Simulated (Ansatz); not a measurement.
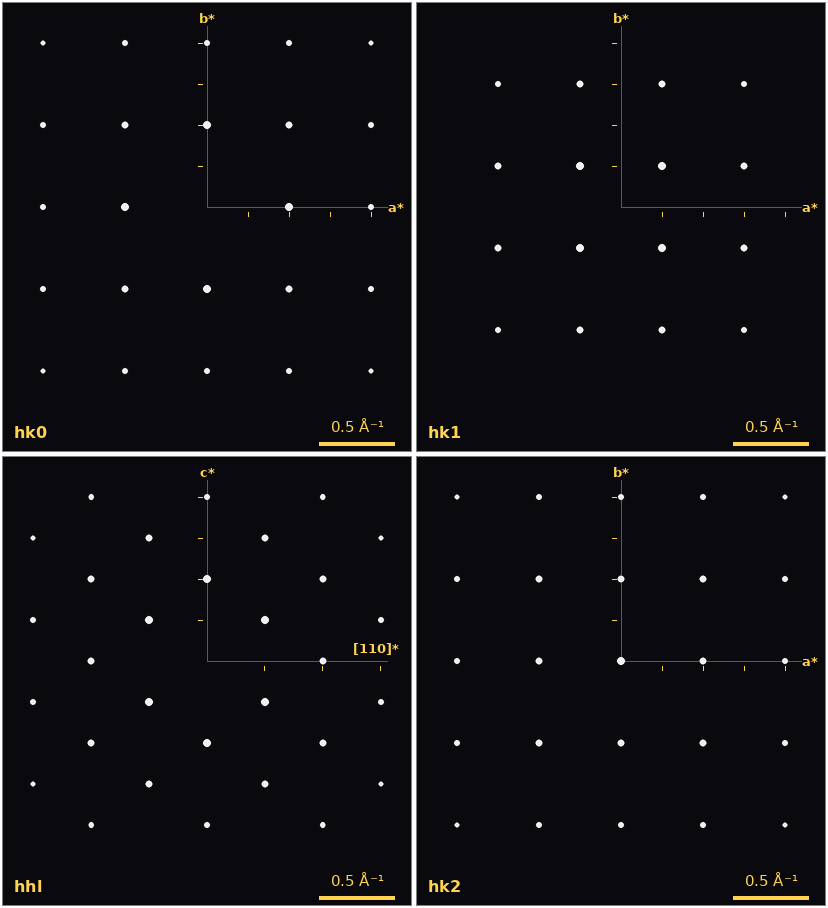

Four undistorted layers of reciprocal space, calculated for a single crystal (X-rays, kinematic |F|², B = 0.5 Å²). Tick marks count the reciprocal lattice steps of the conventional cell along each axis.

What cell do the layers give?

Answer. a* = 0.276, b* = 0.276, c* = 0.276 Å⁻¹; the cell is cubic with a = 3.63 Å.

Which reflection conditions do the layers show?

Answer. Reflections are present only under these conditions. hkl: h + k = 2n, h + l = 2n; hk0: h = 2n, k = 2n; hhl: h + l = 2n; h00: h = 2n. The lattice is face-centred (F).

Which space groups fit?

Answer. The intensities have Laue symmetry m-3m (the hk0 layer shows 4mm, hk1 shows 4mm). With these conditions the candidates are F432 (No. 209), F-43m (No. 216), Fm-3m (No. 225). Diffraction geometry alone does not choose among them; the structure has Fm-3m. The compound is Cu. Structure: the input geometry of an electronic-structure calculation (not necessarily at equilibrium).
